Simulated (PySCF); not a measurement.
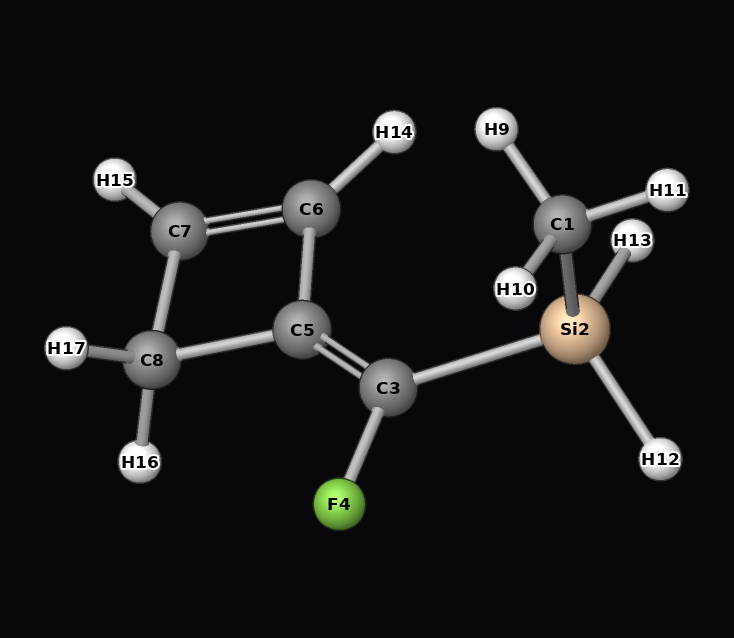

The questions are on isotropic NMR shieldings of the H atoms. The computed structure is the end point of a GFN2-xTB optimisation. No frequency run is at hand to confirm it as a minimum. Properties computed with GIAO PBE0/pcSseg-1 NMR shielding, non-relativistic, gas phase (PySCF 2.14.0).

List the isotropic NMR shieldings of the H atoms.

```tsv
atom	σ (ppm)
H9	31.41
H10	31.12
H11	31.58
H12	27.22
H13	27.23
H14	25.28
H15	25.06
H16	28.45
H17	28.44
```

The geometry is semi-empirical. Around Si such bond lengths and angles can be off by a tenth of an ångström or more and by several degrees, and values that hang on the shape move with them.
